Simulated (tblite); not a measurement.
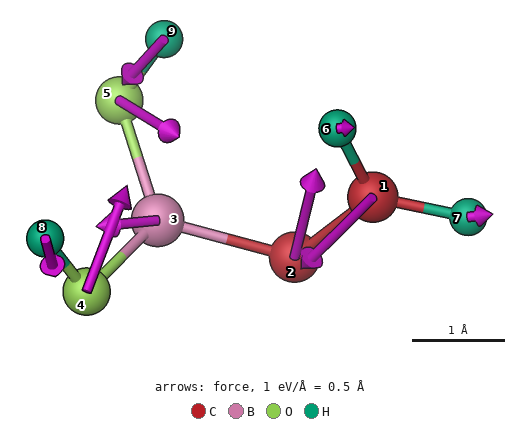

Starting geometry of C2H4BO2 (multiplicity 2) with the computed forces as purple arrows. Style: ball-and-stick. Shown at a tilt.

Method: GFN2-xTB geometry optimisation, gas phase (tblite). 

**Is this structure relaxed? If not, where do the atoms go?**

It isn't relaxed: the largest force vector, on C1, is 2.98 eV/Å. The final displacements follow the starting forces only in part (cosine between the two patterns 0.38). H6 moves most after the best rigid fit: 1.24 Å. Largest moves by element: H 1.24 Å, C 1.05 Å, B 0.55 Å, O 0.43 Å. Some distances before and after: B3–O4 1.458 → 1.362 Å, B3–O5 1.466 → 1.379 Å, C1–C2 1.348 → 1.286 Å, O5–H9 1.005 → 0.954 Å. Bond angles that change, for instance: C1–C2–B3 115.6° → 179.0°, B3–O5–H9 104.8° → 115.5°, H6–C1–H7 120.7° → 113.6°. Groups turn about B3–O5 by about 75°, B3–O4 by about 45°. The energy falls by 1.689 eV in 63 geometry steps.
